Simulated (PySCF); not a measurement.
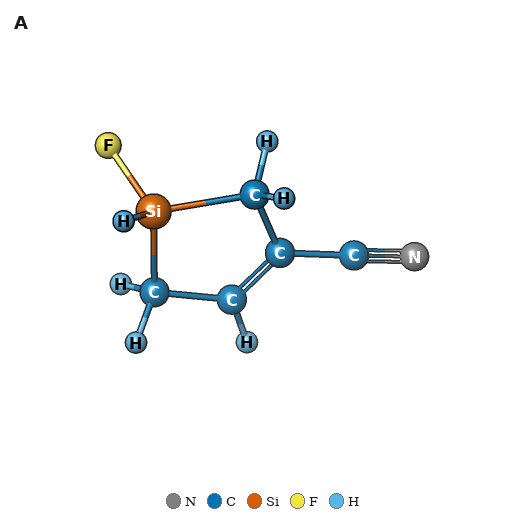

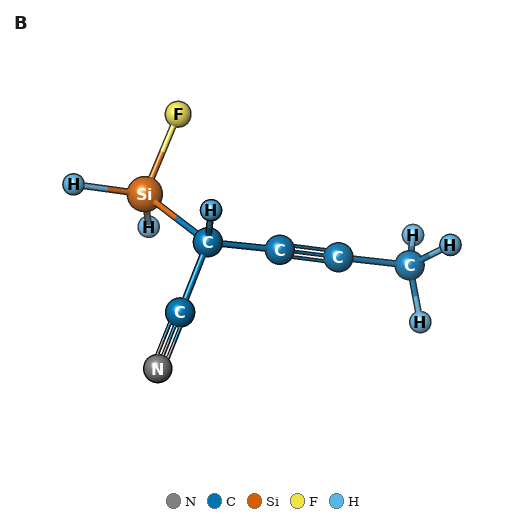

2 stationary structures of one formula. Geometries: GFN2-xTB. Electronic energies: B3LYP/def2-SVPD (PySCF 2.14.0), without zero-point energy. No frequency run is at hand to confirm each as a minimum. Each is one conformer, not always the lowest.

Which is lowest in energy, and by how much?

A is lowest; B lies 168.7 kJ/mol above it. A is `N#CC1=CC[Si@H](F)C1`, B is `CC#C[C@H](C#N)[SiH2]F`.

The geometry is semi-empirical. Around Si such bond lengths and angles can be off by a tenth of an ångström or more and by several degrees, and values that hang on the shape move with them.
